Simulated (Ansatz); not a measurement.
**CH6AlOSi (SMILES [CH3][Al][O][SiH3]) at UHF/def2-SVP**

Aim: the vertical doublet–quartet gap of CH6AlOSi at UHF/def2-SVP, from 2 runs. 

The calculation is run with Ansatz 0.2.0.

105 further runs of the same task are left out: 105 set aside as unsound or not needed.

## 1. The molecule

The species is CH6AlOSi (10 atoms), meant as a doublet with charge 0. SMILES: `[CH3][Al][O][SiH3]`. The coordinates come from a PBE0-D4/def2-TZVP relaxation. This is one conformer, not always the lowest.

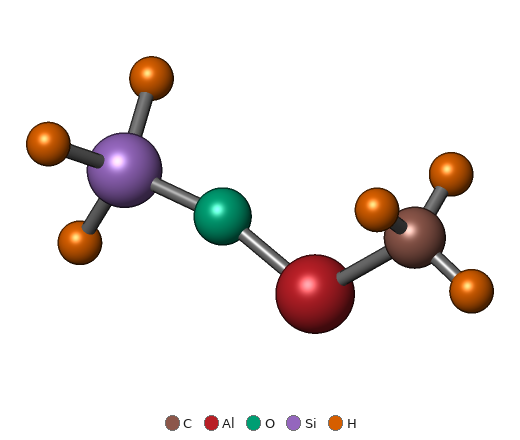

Viewed from a chosen angle; carbon brown, aluminium red, oxygen teal, silicon purple, hydrogen orange.

## 2. The energy at UHF/def2-SVP

Contents of run.yaml:

```yaml
crystal:
  periodic: [false, false, false]
  atoms:
    - symbol: C
      position_ang: [0.243800, 1.981800, -1.341400]
    - symbol: Al
      position_ang: [1.086500, 0.300600, -0.766100]
    - symbol: O
      position_ang: [0.194200, -0.660700, 0.309100]
    - symbol: Si
      position_ang: [-0.287900, -1.859400, 1.294000]
    - symbol: H
      position_ang: [-0.701000, 1.751800, -1.844500]
    - symbol: H
      position_ang: [0.014800, 2.586100, -0.457700]
    - symbol: H
      position_ang: [0.869800, 2.566000, -2.016900]
    - symbol: H
      position_ang: [0.686800, -2.984600, 1.283800]
    - symbol: H
      position_ang: [-1.611000, -2.377800, 0.854700]
    - symbol: H
      position_ang: [-0.413000, -1.355000, 2.687900]
basis:
  gaussian:
    orbitals: def2-SVP
magnetization:
  spin_polarized: true
  initial_magnetization: 1
hamiltonian:
  xc: hf
accuracy: high
output:
  orbitals: {seedname: orbitals}
```

The run is started by

```
$ ansatz run run.yaml --threads 1 --pin off --max-ram 3480MiB --events-out events.jsonl --progress --plain --runs-dir runs
```

Log:

```text
Warning: RAYON_NUM_THREADS=1 ignored (pool sized by the plan → 1); use --threads N
Functional definition: HF
  name "HF"
  exchange = exact_x
  correlation = 0
2093 factors; integrals over basis functions are off by at most 7.8e-9 eV
mean field evaluation 1: about -17598.3111 eV, gradient 3.0e1 eV
mean field evaluation 2: about -17598.3207 eV, gradient 3.0e1 eV
mean field evaluation 4: about -17602.6925 eV, gradient 3.0e0 eV
mean field evaluation 8: about -17602.8170 eV, gradient 1.9e-1 eV
mean field -17602.81819334 eV, -646.8916369867 hartree, gradient 1.9e-8 eV, S^2 0.755313; 0 other end points of the search recorded, 0 dependent functions left out
reference -17602.81819334 eV, -646.8916369867 hartree; 24, 23 occupied and 70, 71 virtual orbitals, 2093 factors
Total energy: -17602.81819334 eV, -646.8916369867 hartree
```

Run time: 3.9 s. Hardware: 1 thread of Arm Neoverse V2, shared host; peak memory 0.35 GiB.

## 3. The quartet

run.yaml: that of step 2 with these lines changed.

```diff
@@ -1 +1,3 @@
+basis:
+  gaussian: {orbitals: def2-SVP}
 crystal:
@@ -23,12 +25,5 @@
       position_ang: [-0.413000, -1.355000, 2.687900]
-basis:
-  gaussian:
-    orbitals: def2-SVP
-magnetization:
-  spin_polarized: true
-  initial_magnetization: 1
-hamiltonian:
-  xc: hf
+magnetization: {spin_polarized: true, initial_magnetization: 3}
+hamiltonian: {xc: hf}
+output: {orbitals: {seedname: orbitals}}
 accuracy: high
-output:
-  orbitals: {seedname: orbitals}
```

The run is started by

```
$ ansatz run run.yaml --threads 1 --pin off --max-ram 3480MiB --events-out events.jsonl --progress --plain --runs-dir runs
```

Log (excerpt; [...] marks lines left out):

```text
Warning: RAYON_NUM_THREADS=1 ignored (pool sized by the plan → 1); use --threads N
[... 2 set-up lines as earlier in the session ...]
[...]
2093 factors; integrals over basis functions are off by at most 7.8e-9 eV
[...]
mean field -17597.66307706 eV, -646.7021899577 hartree, gradient 8.5e-8 eV, S^2 3.756494; 5 other end points of the search recorded, 0 dependent functions left out
reference -17597.66307706 eV, -646.7021899577 hartree; 25, 22 occupied and 69, 72 virtual orbitals, 2093 factors
Total energy: -17597.66307706 eV, -646.7021899577 hartree
```

Run time: 14 s. Hardware: 1 thread of Arm Neoverse V2, shared host; peak memory 0.36 GiB.

## 4. Results

Level: UHF/def2-SVP.

| quantity | value |
| --- | --- |
| doublet: total energy | -646.89164 Eh |
| doublet: HOMO energy (highest over α and β) | -8.01 eV |
| doublet: LUMO energy (lowest over α and β) | 1.16 eV |
| doublet: ⟨S²⟩ | 0.755 |
| quartet: total energy | -646.70219 Eh |
| quartet: HOMO energy (highest over α and β) | -5.33 eV |
| quartet: LUMO energy (lowest over α and β) | -2.18 eV |
| quartet: ⟨S²⟩ | 3.756 |
| vertical energy of the quartet above the doublet | 5.155 eV |

In words: At this shape the quartet lies 5.16 eV (119 kcal/mol) above the doublet.
